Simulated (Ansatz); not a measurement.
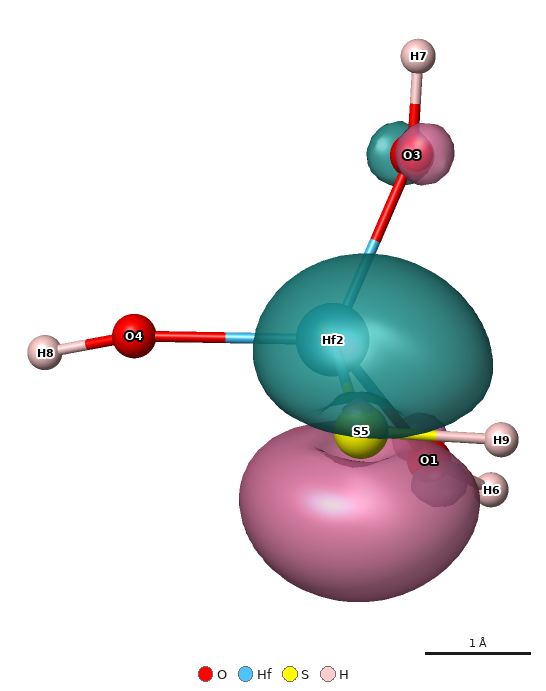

The picture shows: H4HfO3S (SMILES [OH][Hf]([OH])([OH])[SH]). The HOMO at ±0.15 Å⁻³ᐟ² (teal and pink are the two phases), seen at an oblique angle.

Geometry: PBE0-D4/def2-TZVP; core potentials replace the inner electrons of Hf.

Computed with RKS PBE0-D4/def2-TZVPP (Ansatz 0.2.0).

Input file:

```
crystal:
  periodic: [false, false, false]
  atoms:
    - {symbol: O, position_ang: [-1.162373, 0.202492, 1.451601]}
    - {symbol: Hf, position_ang: [-0.024201, -0.125584, -0.060086]}
    - {symbol: O, position_ang: [1.806756, 0.008020, 0.507873]}
    - {symbol: O, position_ang: [-0.373226, -1.807103, -0.910171]}
    - {symbol: S, position_ang: [-0.484250, 1.568084, -1.808972]}
    - {symbol: H, position_ang: [-1.433364, 0.358687, 2.349937]}
    - {symbol: H, position_ang: [2.749001, -0.122382, 0.493729]}
    - {symbol: H, position_ang: [-0.738177, -2.668813, -1.083186]}
    - {symbol: H, position_ang: [-0.340186, 2.586590, -0.940734]}
basis:
  gaussian: {orbitals: def2-TZVPP}
hamiltonian: {xc: pbe0, dispersion: d4}
output: {orbitals: {seedname: orbitals}}
```

Command:

```sh
ansatz run in.yaml --threads 4 --pin off --events-out ev --progress --plain --max-ram 10444MiB
```

Question: Describe this orbital and give its energy.

Answer: Its weight (Hirshfeld) is mainly on S5 (about 80 %); largely a lone pair of S5. Its energy is −6.98 eV.
